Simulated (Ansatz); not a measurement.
# SiH2Cl− (SMILES [SiH2-]Cl): levels of theory compared

Aim: a comparison of 6 runs (B2PLYP/STO-3G, HSE06/STO-3G, wB97M-V/STO-3G, RPA@PBE/STO-3G, CCSDTQ/STO-3G, FCI/STO-3G) of SiH2Cl−. 

The results are computed with Ansatz 0.2.0.

1 further run of the same task is left out (set aside as unsound or not needed).

## 1. The molecule

SiH2Cl− has 4 atoms, charge -1, and is taken as a singlet. As SMILES, `[SiH2-]Cl`. The H4–Si1 distance was set to 3.732 Å, away from the relaxed value. At this shape a bond of the SMILES string is far longer than usual.

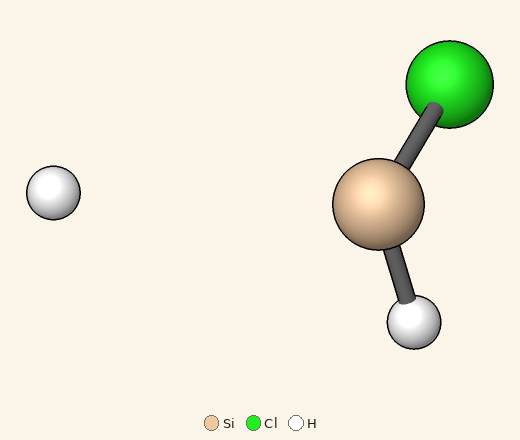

Viewed from a chosen angle; silicon light orange, chlorine green, hydrogen white.

## 2. The energy at B2PLYP/STO-3G (run 1)

File in.yaml:

```yaml
crystal:
  periodic: [false, false, false]
  atoms:
    - {symbol: Si, position_ang: [-0.899994, 0.074807, 2.425593]}
    - {symbol: Cl, position_ang: [1.260006, -0.478903, 2.946203]}
    - {symbol: H, position_ang: [-1.383174, -1.334003, 2.337053]}
    - {symbol: H, position_ang: [-0.213160, 0.668840, -1.193830]}
basis:
  gaussian: {orbitals: STO-3G}
total_charge: -1
hamiltonian: {xc: {name: B2PLYP}}
correlation: {frozen_orbitals: {Cl: 5, H: 0, Si: 5}}
accuracy: high
```

Started as:

```
$ ansatz run in.yaml --threads 1 --pin off --max-ram 2610MiB --events-out events.jsonl --progress --plain --runs-dir runs
```

The log of the run:

```text
Warning: RAYON_NUM_THREADS=1 ignored (pool sized by the plan → 1); use --threads N
Functional definition: B2PLYP
  name "B2PLYP"
  parameter a = 0.53
  parameter c = 0.27
  exchange = (1 - a)*b88_x + a*exact_x
  correlation = (1 - c)*lyp_c + c*(mp2_os + mp2_ss)
334 factors; integrals over basis functions are off by at most 1.9e-8 eV
mean field evaluation 1: about -20183.8694 eV, gradient 1.4e1 eV
mean field evaluation 2: about -20183.8782 eV, gradient 1.4e1 eV
mean field evaluation 4: about -20184.8508 eV, gradient 7.9e0 eV
mean field evaluation 8: about -20187.1236 eV, gradient 4.8e-2 eV
mean field evaluation 16: about -20187.1222 eV, gradient 2.7e-5 eV
mean field -20187.12224636 eV, -741.8630592309 hartree, gradient 2.2e-8 eV, S^2 0.000000; 0 other end points of the search recorded, 0 dependent functions left out; unrestricted orbitals would lower it
10 core orbitals not correlated: weight in the atoms' cores, before any rotation towards them, 1.000 or more for the frozen orbitals, at most 0.000 for the correlated occupied ones
reference -20187.12226673 eV, -741.8630599795 hartree; 7, 7 occupied and 3, 3 virtual orbitals, 334 factors
second order -5.49532700 eV of doubles, -0.00000000 eV of singles
Total energy: -20188.60600502 eV, -741.9175863560 hartree
```

Wall time 1.4 s (1 thread of Arm Neoverse V1, shared host); peak memory 0.095 GiB.

## 3. The energy at HSE06/STO-3G (run 2)

File in.yaml:

```yaml
crystal:
  periodic: [false, false, false]
  atoms:
    - symbol: Si
      position_ang: [-0.899994, 0.074807, 2.425593]
    - symbol: Cl
      position_ang: [1.260006, -0.478903, 2.946203]
    - symbol: H
      position_ang: [-1.383174, -1.334003, 2.337053]
    - symbol: H
      position_ang: [-0.213160, 0.668840, -1.193830]
basis:
  gaussian:
    orbitals: STO-3G
total_charge: -1
hamiltonian:
  xc: hse06
accuracy: high
```

Started as:

```
$ ansatz run in.yaml --threads 1 --pin off --max-ram 2610MiB --events-out events.jsonl --progress --plain --runs-dir runs
```

The log of the run:

```text
Warning: RAYON_NUM_THREADS=1 ignored (pool sized by the plan → 1); use --threads N
Functional definition: HSE06
  name "HSE06"
  parameter a = 0.25
  parameter omega = 0.11/bohr
  exchange = pbe_x - a*pbe_x_sr(omega) + a*exact_x_sr(omega)
  correlation = pbe_c
334 factors; integrals over basis functions are off by at most 1.9e-8 eV
59 factors; integrals over basis functions are off by at most 1.5e-9 eV
mean field evaluation 1: about -20185.1913 eV, gradient 1.6e1 eV
mean field evaluation 2: about -20165.8704 eV, gradient 3.1e1 eV
mean field evaluation 4: about -20187.2675 eV, gradient 1.0e1 eV
mean field evaluation 8: about -20189.4210 eV, gradient 4.0e0 eV
mean field -20189.54455669 eV, -741.9520774936 hartree, gradient 9.1e-8 eV, S^2 0.000000; 0 other end points of the search recorded, 0 dependent functions left out
reference -20189.54455871 eV, -741.9520775678 hartree; 17, 17 occupied and 3, 3 virtual orbitals, 334 factors
Total energy: -20189.54455871 eV, -741.9520775678 hartree
```

Run time: 1.3 s. Hardware: 1 thread of Arm Neoverse V1, shared host; peak memory 0.092 GiB.

Run 3 isn't shown in full; the table further down has it.

## 4. A single-point energy at RPA@PBE/STO-3G (run 4)

File run.yaml:

```yaml
crystal:
  periodic: [false, false, false]
  atoms:
    - {symbol: Si, position_ang: [-0.899994, 0.074807, 2.425593]}
    - {symbol: Cl, position_ang: [1.260006, -0.478903, 2.946203]}
    - {symbol: H, position_ang: [-1.383174, -1.334003, 2.337053]}
    - {symbol: H, position_ang: [-0.213160, 0.668840, -1.193830]}
basis:
  gaussian:
    orbitals: STO-3G
total_charge: -1
magnetization:
  spin_polarized: false
  initial_magnetization: 0
hamiltonian:
  xc: pbe
correlation:
  method: rpa
  frozen_orbitals: {Cl: 5, H: 0, Si: 5}
accuracy: high
```

Started as:

```
$ ansatz run run.yaml --threads 1 --pin off --max-ram 2610MiB --events-out events.jsonl --progress --plain --runs-dir runs
```

The log of the run, cut to the lines that bear on the results:

```text
Warning: RAYON_NUM_THREADS=1 ignored (pool sized by the plan → 1); use --threads N
Functional definition: PBE
  name "PBE"
[...]
334 factors; integrals over basis functions are off by at most 1.9e-8 eV
[...]
mean field -20187.40413837 eV, -741.8734185710 hartree, gradient 8.9e-8 eV, S^2 0.000000; 0 other end points of the search recorded, 0 dependent functions left out; unrestricted orbitals would lower it
unrestricted determinant -20165.90895007 eV, -741.0834849711 hartree, S^2 1.0004
10 core orbitals not correlated: weight in the atoms' cores, before any rotation towards them, 1.000 or more for the frozen orbitals, at most 0.000 for the correlated occupied ones
reference -20161.90593841 eV, -740.9363770057 hartree; 7, 7 occupied and 3, 3 virtual orbitals, 334 factors
Total energy: -20168.08786554 eV, -741.1635586378 hartree
```

Run time: 1.5 s. Hardware: 1 thread of Arm Neoverse V1, shared host; peak memory 0.095 GiB.

Run 5 isn't shown in full; the table further down has it.

## 5. A single-point energy at FCI/STO-3G (run 6)

File molecule.yaml:

```yaml
crystal:
  periodic: [false, false, false]
  atoms:
    - {symbol: Si, position_ang: [-0.899994, 0.074807, 2.425593]}
    - {symbol: Cl, position_ang: [1.260006, -0.478903, 2.946203]}
    - {symbol: H, position_ang: [-1.383174, -1.334003, 2.337053]}
    - {symbol: H, position_ang: [-0.213160, 0.668840, -1.193830]}
basis:
  gaussian: {orbitals: STO-3G}
total_charge: -1
correlation: {method: fci, frozen_orbitals: {Cl: 5, H: 0, Si: 5}}
accuracy: high
```

Started as:

```
$ ansatz run molecule.yaml --threads 1 --pin off --max-ram 2610MiB --events-out events.jsonl --progress --plain --runs-dir runs
```

The log of the run, cut to the lines that bear on the results:

```text
Warning: RAYON_NUM_THREADS=1 ignored (pool sized by the plan → 1); use --threads N
Functional definition: HF
  name "HF"
[...]
334 factors; integrals over basis functions are off by at most 1.9e-8 eV
[...]
mean field -20162.62983878 eV, -740.9629798537 hartree, gradient 9.3e-9 eV, S^2 0.000000; 0 other end points of the search recorded, 0 dependent functions left out; unrestricted orbitals would lower it
[...]
unrestricted determinant -20165.90895007 eV, -741.0834849711 hartree, S^2 1.0004
10 core orbitals not correlated: weight in the atoms' cores, before any rotation towards them, 1.000 or more for the frozen orbitals, at most 0.000 for the correlated occupied ones
reference -20162.62983878 eV, -740.9629798537 hartree; 7, 7 occupied and 3, 3 virtual orbitals, 334 factors
state -20166.77879113 eV, -741.1154510404 hartree
Total energy: -20166.77879113 eV, -741.1154510404 hartree
```

It took 0.36 s on 1 thread of Arm Neoverse V1, shared host.

## 6. All runs side by side

| run | level | frozen core orbitals | energy (Eh) | wall time |
| --- | --- | --- | --- | --- |
| 1 | B2PLYP/STO-3G | 10 | -741.917586 | 1.4 s |
| 2 | HSE06/STO-3G | – | -741.952078 | 1.3 s |
| 3 | wB97M-V/STO-3G | – | -742.264012 | 15 s |
| 4 | RPA@PBE/STO-3G | 10 | -741.163559 | 1.5 s |
| 5 | CCSDTQ/STO-3G | 10 | -741.115452 | 2.7 s |
| 6 | FCI/STO-3G | 10 | -741.115451 | 0.36 s |

## 7. What came out

| quantity | value |
| --- | --- |
| run 6: total energy | -741.11545 Eh |
| run 6: correlation energy (10 core orbitals frozen) | -152.5 mEh |

Against full CI in this basis: CCSDTQ -0.0 mEh. Totals of different functionals can't be ranked against each other. In runs 1, 4, 5 the log says that unrestricted orbitals would lower the reference, so the values rest on an unstable closed-shell determinant (other closed-shell runs at this shape may share the fault). In runs 1, 2, 3, 4, 5, 6 the basis is minimal, so the values are rough. All runs together took 23 s, the longest 15 s.
